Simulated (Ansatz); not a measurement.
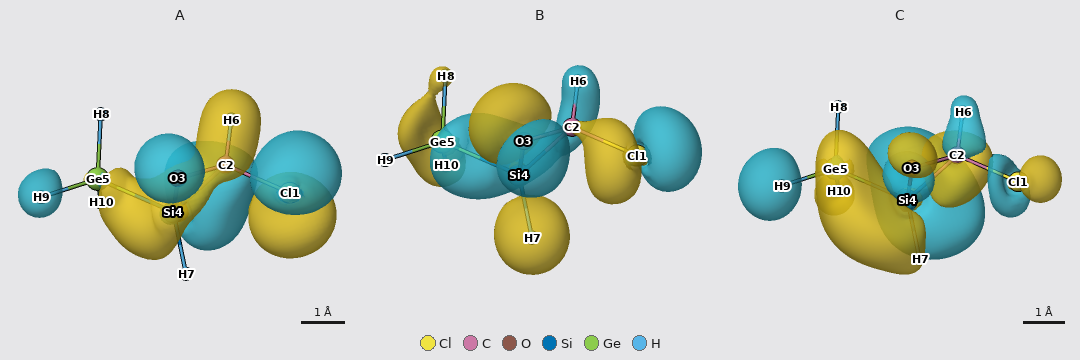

Figure. CH5ClGeOSi (SMILES ClC1O[SiH]1[GeH3]). Three frontier orbitals at ±0.08 Å⁻³ᐟ² (yellow and cyan are the two phases), in no order.

All numbers below come from RKS LDA/def2-SVP (Ansatz 0.2.0).

```xyz
10

Cl   -1.3242   -2.9744   -1.0164
C    -0.8271   -1.6310    0.0245
O    -1.6581   -0.5150   -0.0066
Si   -0.1395   -0.0914   -0.7240
Ge    1.0116    1.5321    0.5151
H    -0.5797   -2.0230    1.0337
H    -0.1880   -0.0059   -2.2217
H     1.0586    1.0664    1.9839
H     0.2812    2.8893    0.4349
H     2.4485    1.7014   -0.0204
```

Q: Order the three orbitals by energy and name them.

A: B is the HOMO−1 (−6.97 eV). Its weight (Hirshfeld) is mainly on O3 (about 45 %), Cl1 (about 20 %), Si4 (about 10 %) and Ge5 (about 10 %). A is the HOMO (−5.99 eV). It lies mainly on Cl1 (about 35 %), Si4 (about 20 %), C2 (about 20 %) and O3 (about 15 %). C is the LUMO (−2.10 eV). It lies mainly on Si4 (about 45 %), Ge5 (about 15 %), C2 (about 10 %) and O3 (about 10 %).

Q: What is the HOMO–LUMO gap?

A: 3.89 eV between the orbital energies.
